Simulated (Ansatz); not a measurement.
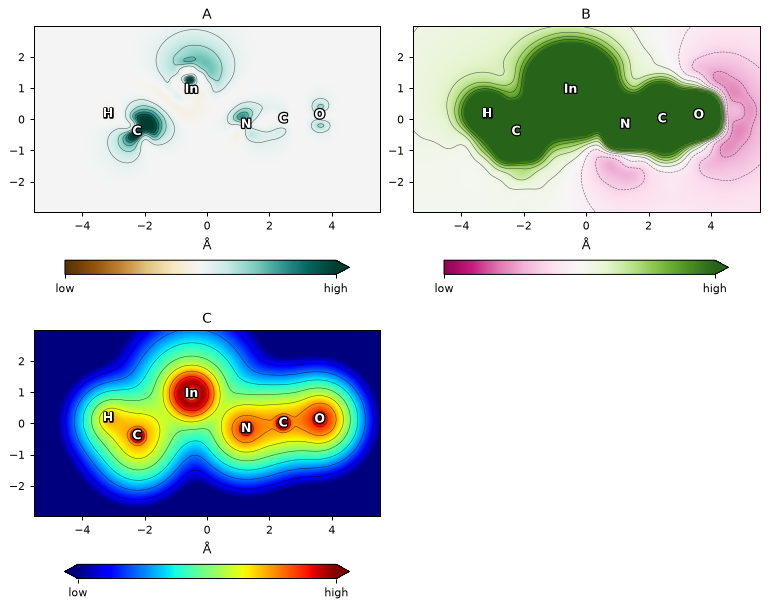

C2H3InNO (SMILES [CH3][In][N]=C=O) (doublet): 3 fields on the plane of atoms C1, In2 and N3, with unlabelled colour scales.

Geometry: PBE0-D4/def2-TZVP; core potentials replace the inner electrons of In.

Level of theory: UKS PBE0-D4/def2-TZVPP (Ansatz 0.2.0).

The panels show electron density, electrostatic potential and spin density in some order. Assign them.

Answer. Panel A: spin density (confined to the atoms that carry the unpaired spin). Panel B: electrostatic potential (strongly positive close to the atoms, with negative regions outside electron-rich atoms). Panel C: electron density. From the grid: C–O (1.17 Å): the density is about 3.6 e/Å³ at the midpoint. C–N (1.20 Å): the density is about 3.2 e/Å³ at the midpoint.
